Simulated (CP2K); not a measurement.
Consider 2-formyloxazole at its PBE geometry (Å).

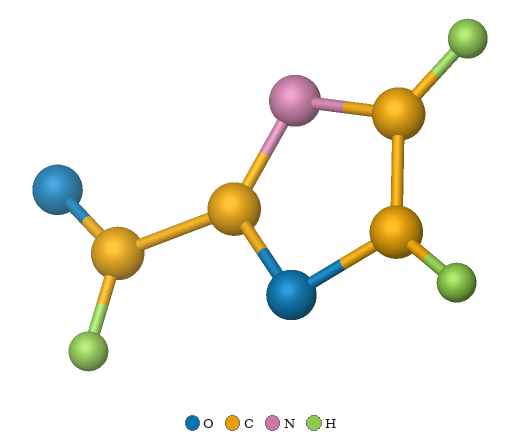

The molecule (oxygen blue, carbon orange, nitrogen pink, hydrogen green).

```xyz
10

O    -2.7798    0.9571    0.2526
C    -2.0333    0.0219    0.0059
C    -0.5694    0.1217    0.0431
N     0.2120    1.1335    0.3349
C     1.4917    0.6423    0.1851
C     1.4345   -0.6736   -0.1954
O     0.1201   -1.0327   -0.2925
H    -2.4105   -0.9905   -0.2714
H     2.3673    1.2584    0.3608
H     2.1674   -1.4381   -0.4231
```

Method: CP2K XAS_TDP, all-electron GAPW, PBEh(45%), aug-cc-pVDZ, TDA, GW2X-corrected core level, no relativity.

**Question.** Where do the C K-edge lines lie, and how strong are they?

Leading lines: C2 288.20 eV, C3 288.10 eV, C5 288.41 eV and C6 288.14 eV. The leading line of an atom is its first one with 35 % of the strongest within 2.5 eV of its lowest line over the strength cut. Core ionisation energies at this level: C3 294.66, C5 293.38, C2 295.89 and C6 294.25 eV.

The first six lines of each atom with a strength over 0.0015:

| atom | energy (eV) | states | strength, one atom | above the computed threshold |
| --- | --- | --- | --- | --- |
| C2 (bonded to C, O and H) | 288.20 | 1 | 0.0564 |  |
|  | 293.58 | 1 | 0.0116 |  |
|  | 293.77 | 1 | 0.0156 |  |
|  | 294.83 | 1 | 0.0040 |  |
|  | 295.18 | 1 | 0.0026 |  |
|  | 295.38 | 1 | 0.0057 |  |
| C3 (bonded to C, N and O) | 288.10 | 1 | 0.0350 |  |
|  | 291.51 | 1 | 0.0264 |  |
|  | 292.86 | 1 | 0.0152 |  |
|  | 293.00 | 1 | 0.0062 |  |
|  | 293.21 | 1 | 0.0290 |  |
|  | 294.43 | 1 | 0.0022 |  |
| C5 (bonded to C, N and H) | 288.41 | 1 | 0.0493 |  |
|  | 288.88 | 1 | 0.0062 |  |
|  | 291.29 | 1 | 0.0108 |  |
|  | 292.11 | 1 | 0.0019 |  |
|  | 292.30 | 1 | 0.0030 |  |
|  | 292.76 | 1 | 0.0032 |  |
| C6 (bonded to C, O and H) | 288.14 | 1 | 0.0488 |  |
|  | 291.03 | 1 | 0.0074 |  |
|  | 291.86 | 1 | 0.0196 |  |
|  | 292.40 | 1 | 0.0156 |  |
|  | 293.14 | 1 | 0.0030 |  |
|  | 293.53 | 2 | 0.0136 |  |

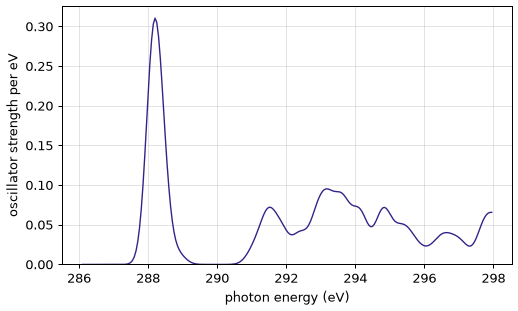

All atoms added, broadened by 0.5 eV.

Lines are vertical, at one geometry, with no vibrational structure. GW2X ionisation energies and lines can be off by 1 to 2 eV either way, and a good line position may hide errors that cancel. These values hold no scalar relativity, about 0.1 eV for C 1s. Rydberg lines, and the discretised continuum above threshold, depend on the basis and the box.

[Banner, clock and machine lines of the logs are left out without a mark of their own.]

[Logs are printed without paths, hosts, clocks, repeated set-up lines and the standing remarks that a program may print on its own settings, such as how far it seeks lower states.]

[Hosts, paths, dates, database ids (printed as entryN), source tags and the programs' standing remarks are cut or masked in the printed files.]
